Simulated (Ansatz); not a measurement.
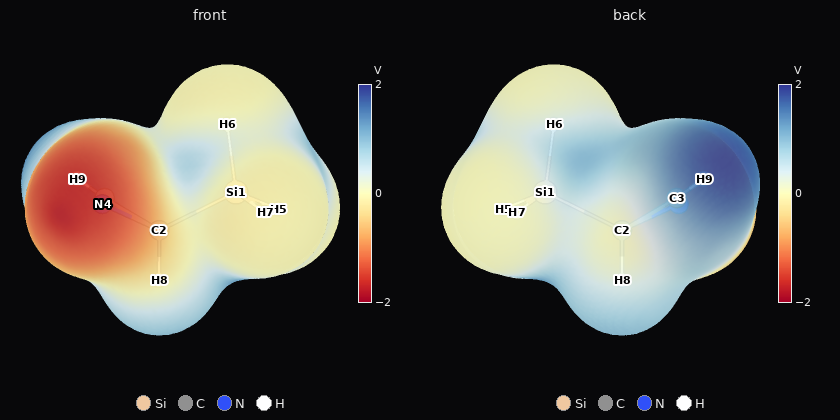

Figure 1: C2H5NSi. The electrostatic potential painted on the density surface at 0.002 e/bohr³, seen from the front and from behind; the colour scale runs from red (negative) to blue (positive).

Theory: RKS PBE0-D4/def2-mTZVP in Ansatz 0.2.0.

```xyz
9

Si   -0.4956    0.9067   -0.7551
C     0.3293   -0.6458   -0.1034
C     0.4419   -0.9666    1.3094
N     1.5184   -0.4965    0.9008
H    -1.8406    0.5770   -1.3053
H    -0.6451    1.8807    0.3595
H     0.3150    1.5188   -1.8425
H     0.4552   -1.4704   -0.8064
H     0.0099   -1.3502    2.2260
```

Which sites attract a positive test charge, and which a negative one?

A positive charge is drawn to the negative regions and a negative charge to the positive ones. The most negative region (about −1.6 V) lies over N4, the most positive (about +1.8 V) over H9. N4 is the likeliest acceptor of a hydrogen bond.
